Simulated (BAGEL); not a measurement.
# A workflow on CHClFNOSi (SMILES O=C=N[SiH](F)Cl)

Wanted: the energy (HF/def2-SVP), then a single-point energy (NEVPT2(2,2)/def2-SVP) of CHClFNOSi. 

The calculation is run with BAGEL 1.2.2.

2 further runs of the same task are left out: 2 set aside as unsound or not needed.

### 1 The molecule

The species is CHClFNOSi (7 atoms), meant as a singlet with charge 0. SMILES: `O=C=N[SiH](F)Cl`. The N3–Si4 distance was set to 2.277 Å, away from the relaxed value.

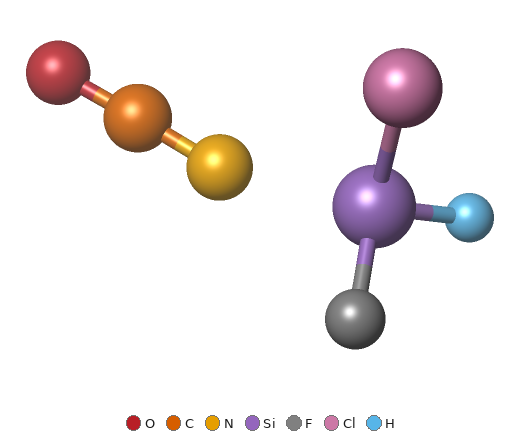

The structure, seen from a chosen angle (oxygen red, carbon orange, nitrogen amber, silicon purple, fluorine grey, chlorine pink, hydrogen blue).

### 2 The energy at HF/def2-SVP (density fitting with svp-jkfit) (run 1)

The input, calc.json:

```json
{ "bagel": [

{
  "title": "molecule",
  "basis": "svp",
  "df_basis": "svp-jkfit",
  "angstrom": true,
  "geometry": [
    { "atom": "O", "xyz": [    0.980921,   -2.880039,    1.877445 ] },
    { "atom": "C", "xyz": [    0.677921,   -2.082239,    1.093345 ] },
    { "atom": "N", "xyz": [    0.365021,   -1.293539,    0.247045 ] },
    { "atom": "Si", "xyz": [   -0.274200,    0.722000,   -0.596700 ] },
    { "atom": "F", "xyz": [    0.917700,    1.292700,   -1.464400 ] },
    { "atom": "Cl", "xyz": [   -0.652900,    2.033600,    0.904000 ] },
    { "atom": "H", "xyz": [   -1.456100,    0.571700,   -1.450200 ] }
  ]
},
{
  "title": "hf"
},
{
  "title": "print",
  "file": "orbitals.molden",
  "orbitals": true
}

]}
```

Command:

```sh
$ BAGEL_NUM_THREADS=1 BAGEL calc.json > calc.out
```

What it wrote:

```text
* using 1 threads per process

  ===============================================================
  ===============================================================

  *** Geometry ***

  { "atom" : "O", "xyz" : [      1.853672,     -5.442485,      3.547857 ] },
  { "atom" : "C", "xyz" : [      1.281085,     -3.934861,      2.066123 ] },
  { "atom" : "N", "xyz" : [      0.689790,     -2.444434,      0.466847 ] },
  { "atom" : "Si", "xyz" : [     -0.518163,      1.364382,     -1.127600 ] },
  { "atom" : "F", "xyz" : [      1.734202,      2.442849,     -2.767315 ] },
  { "atom" : "Cl", "xyz" : [     -1.233802,      3.842947,      1.708312 ] },
  { "atom" : "H", "xyz" : [     -2.751630,      1.080356,     -2.740481 ] },

  Number of auxiliary basis functions:      580

  Since a DF basis is specified, we compute 2- and 3-index integrals:
    o Being stored without compression. Storage requirement is 0.044 GB

  Number of basis functions:       97
  Number of electrons      :       62

    * METHOD: MOLECULE                             0.36

  *** RHF ***

  === Nuclear Repulsion ===
   314.8871205884

      * DIIS with orbital gradients will be used.

  === RHF iteration (svp) ===
      0      -1014.98450046          0.01838979           0.13
      1      -1015.17103119          0.01212077           0.13
      2      -1015.26635853          0.00135214           0.13
      3      -1015.26791263          0.00072802           0.13
      4      -1015.26832031          0.00016917           0.13
      5      -1015.26834539          0.00004880           0.13
      6      -1015.26834908          0.00001636           0.13
      7      -1015.26834973          0.00000461           0.13
      8      -1015.26834977          0.00000257           0.12
      9      -1015.26834978          0.00000128           0.13
     10      -1015.26834978          0.00000068           0.13
     11      -1015.26834979          0.00000035           0.13
     12      -1015.26834979          0.00000013           0.13
     13      -1015.26834979          0.00000004           0.13
     14      -1015.26834979          0.00000002           0.13
     15      -1015.26834979          0.00000001           0.13
     16      -1015.26834979          0.00000000           0.13
    * SCF iteration converged.

    * Permanent dipole moment:
           (    1.047063,    -1.485119,     0.918119) a.u.

    * METHOD: HF                                   2.47

    * METHOD: PRINT                                0.02

  ===============================================================
```

Run time: 3 s. Hardware: 1 thread of Arm Neoverse V1, shared host; peak memory 0.17 GiB.

### 3 The energy at NEVPT2(2,2)/def2-SVP (density fitting with svp-jkfit) (run 2)

The input, calc.json:

```json
{ "bagel": [

{
  "title": "molecule",
  "basis": "svp",
  "df_basis": "svp-jkfit",
  "angstrom": true,
  "geometry": [
    { "atom": "O", "xyz": [       0.980921,      -2.880039,       1.877445 ] },
    { "atom": "C", "xyz": [       0.677921,      -2.082239,       1.093345 ] },
    { "atom": "N", "xyz": [       0.365021,      -1.293539,       0.247045 ] },
    { "atom": "Si", "xyz": [      -0.274200,       0.722000,      -0.596700 ] },
    { "atom": "F", "xyz": [       0.917700,       1.292700,      -1.464400 ] },
    { "atom": "Cl", "xyz": [      -0.652900,       2.033600,       0.904000 ] },
    { "atom": "H", "xyz": [      -1.456100,       0.571700,      -1.450200 ] }
  ]
},

{ "title": "hf" },

{
  "title": "nevpt2",
  "nstate": 1,
  "nact": 2,
  "nclosed": 30,
  "nspin": 0,
  "active": [26, 32],
  "maxiter": 200,
  "natocc": true,
  "ncore": 14
},

{ "title": "print", "file": "orbitals.molden", "orbitals": true }

]}
```

Command:

```sh
$ BAGEL_NUM_THREADS=1 BAGEL calc.json > calc.out
```

What it wrote:

```text
* using 1 threads per process

  ===============================================================
  ===============================================================

  *** Geometry ***

  { "atom" : "O", "xyz" : [      1.853672,     -5.442485,      3.547857 ] },
  { "atom" : "C", "xyz" : [      1.281085,     -3.934861,      2.066123 ] },
  { "atom" : "N", "xyz" : [      0.689790,     -2.444434,      0.466847 ] },
  { "atom" : "Si", "xyz" : [     -0.518163,      1.364382,     -1.127600 ] },
  { "atom" : "F", "xyz" : [      1.734202,      2.442849,     -2.767315 ] },
  { "atom" : "Cl", "xyz" : [     -1.233802,      3.842947,      1.708312 ] },
  { "atom" : "H", "xyz" : [     -2.751630,      1.080356,     -2.740481 ] },

  Number of auxiliary basis functions:      580

[... 21 lines left out ...]
    * SCF iteration converged.
[... 1 line left out ...]
    * Permanent dipole moment:
[... 22 lines left out ...]
      0  0     -1015.26951359     2.46e-04      0.03

      1  0     -1015.28423447     1.03e-03      0.65
[... 31 lines of this table left out ...]
     17  0     -1015.28717658     5.08e-09      0.61

    * Second-order optimization converged. *

     guess   0:   closed 1.                   open ..

  === FCI iteration ===

      0  0     -1015.26757178     7.87e-02      0.00
      1  0     -1015.28706750     4.57e-03      0.00
      2  0 *   -1015.28717658     7.78e-16      0.00

     * ci vector, state   0, <S^2> = 0.0000
       2.     0.9923236245
       .2    -0.1236682023

  === DF-NEVPT2 calculation ===

    * 3-index integral transformation done
    * assembly done

      NEVPT2 correlation energy:   -0.8428055554      0.31

          (+0)     -0.7493652257
          (+0)'    -0.0340316542
          (+1)     -0.0129340923
          (+1)'    -0.0000000000
          (+2)     -0.0003302065
          (-1)     -0.0409819421
          (-1)'     0.0000000000
          (-2)     -0.0051624345

      NEVPT2 total energy:       -1016.1299821334

    * METHOD: NEVPT2                              15.03

    * METHOD: PRINT                                0.03

  ===============================================================
```

Run time: 18 s. Hardware: 1 thread of Arm Neoverse V1, shared host; peak memory 0.17 GiB.

### 4 Outcome

| quantity | value |
| --- | --- |
| run 1, HF/def2-SVP: total energy | -1015.26835 Eh |
| run 1, HF/def2-SVP: dipole moment | 5.17 D |
| run 1, HF/def2-SVP: HOMO energy | -11.23 eV |
| run 1, HF/def2-SVP: LUMO energy | 1.62 eV |
| run 1, HF/def2-SVP: HOMO–LUMO gap | 12.85 eV |
| run 2, NEVPT2(2,2)/def2-SVP: total energy | -1016.12998 Eh |
